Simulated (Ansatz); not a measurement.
# H₆OSi₂···CH₄: what the fields show

```yaml
atoms:
  - { symbol: Si, position_ang: [-1.4725, 1.1250, 0.3231] }
  - { symbol: C, position_ang: [0.1458, -2.3244, 0.8194] }
  - { symbol: H, position_ang: [-2.2161, 2.3647, -0.0499] }
  - { symbol: H, position_ang: [-2.3786, -0.0476, 0.1960] }
  - { symbol: H, position_ang: [-1.0020, 1.2491, 1.7342] }
  - { symbol: H, position_ang: [0.2421, -1.5239, 0.0738] }
  - { symbol: O, position_ang: [-0.1818, 0.9074, -0.6980] }
  - { symbol: Si, position_ang: [1.2960, 1.3996, -1.2703] }
  - { symbol: H, position_ang: [-0.5809, -3.0695, 0.4652] }
  - { symbol: H, position_ang: [-0.2037, -1.8997, 1.7716] }
  - { symbol: H, position_ang: [1.1212, -2.8080, 0.9724] }
  - { symbol: H, position_ang: [2.0586, 0.1965, -1.7051] }
  - { symbol: H, position_ang: [1.1111, 2.3195, -2.4308] }
  - { symbol: H, position_ang: [2.0607, 2.1114, -0.2015] }
```

These are results of RKS B3LYP-D4/def2-SVP in Ansatz, not measurements.

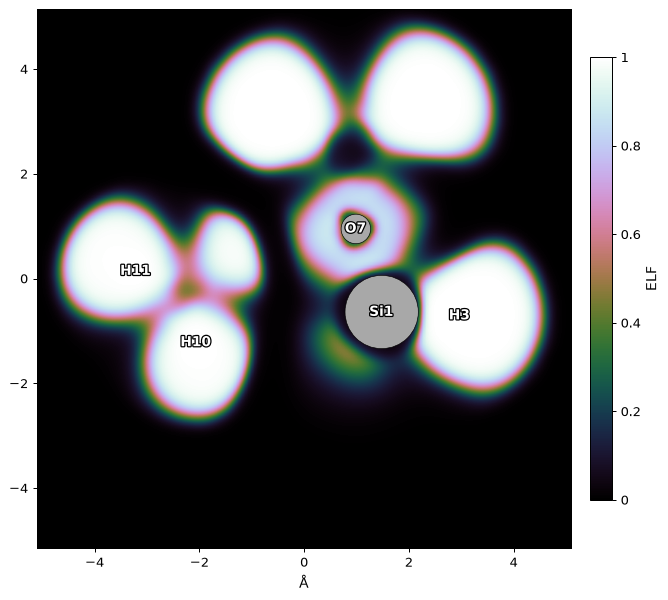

Figure 1. ELF on the plane of atoms H3, Si1 and O7. Grey discs cover the atomic cores.

> Interpret the plot.

- The plane passes through Si, H and O nuclei.
- Si–O (1.66 Å): the ELF peaks at about 0.85 between the atoms; a polar covalent bond.
- Si–H (1.49 Å): the ELF climbs to about 1 towards the hydrogen, as it does in any bond to H.
- The ELF also peaks beside O7, away from the bonds: lone-pair regions.

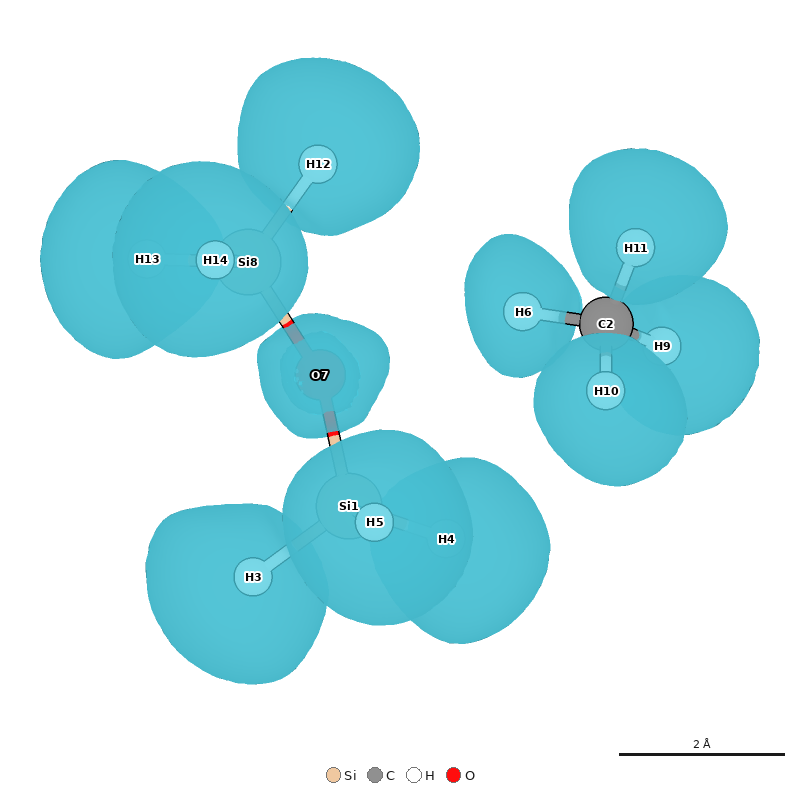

Figure 2. Isosurface of the electron localisation function at 0.8 (cyan), seen across its widest extent. Core shells and regions of very low density are left out.

> Identify the bonds, lone pairs and shells in this picture.

The ELF exceeds this value in ten regions around hydrogen nuclei and one region wrapped around O (its lone pairs, merged into a ring or cap).


Si1···H6 (3.17 Å): the ELF dips to about 0 between them; a weak contact between the two molecules.

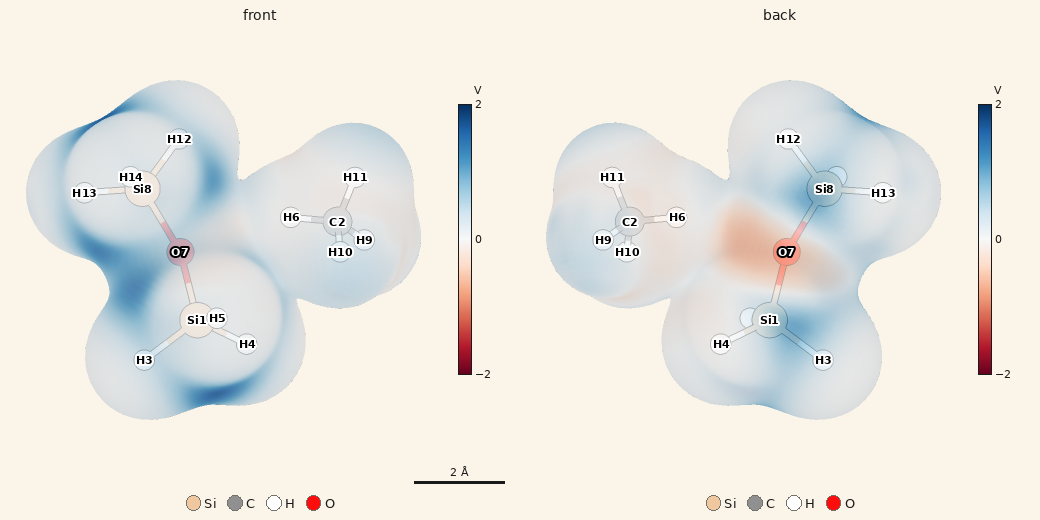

Figure 3. The molecular electrostatic potential painted on the density surface at 0.002 e/bohr³, seen from the front and from behind; red is negative and blue positive.

> Where is the surface potential most negative and most positive?

The most negative region (about −0.7 V, or −16 kcal/mol for a unit charge) lies over O7, the most positive (about +1.6 V, or +37 kcal/mol for a unit charge) over Si1 and Si8.
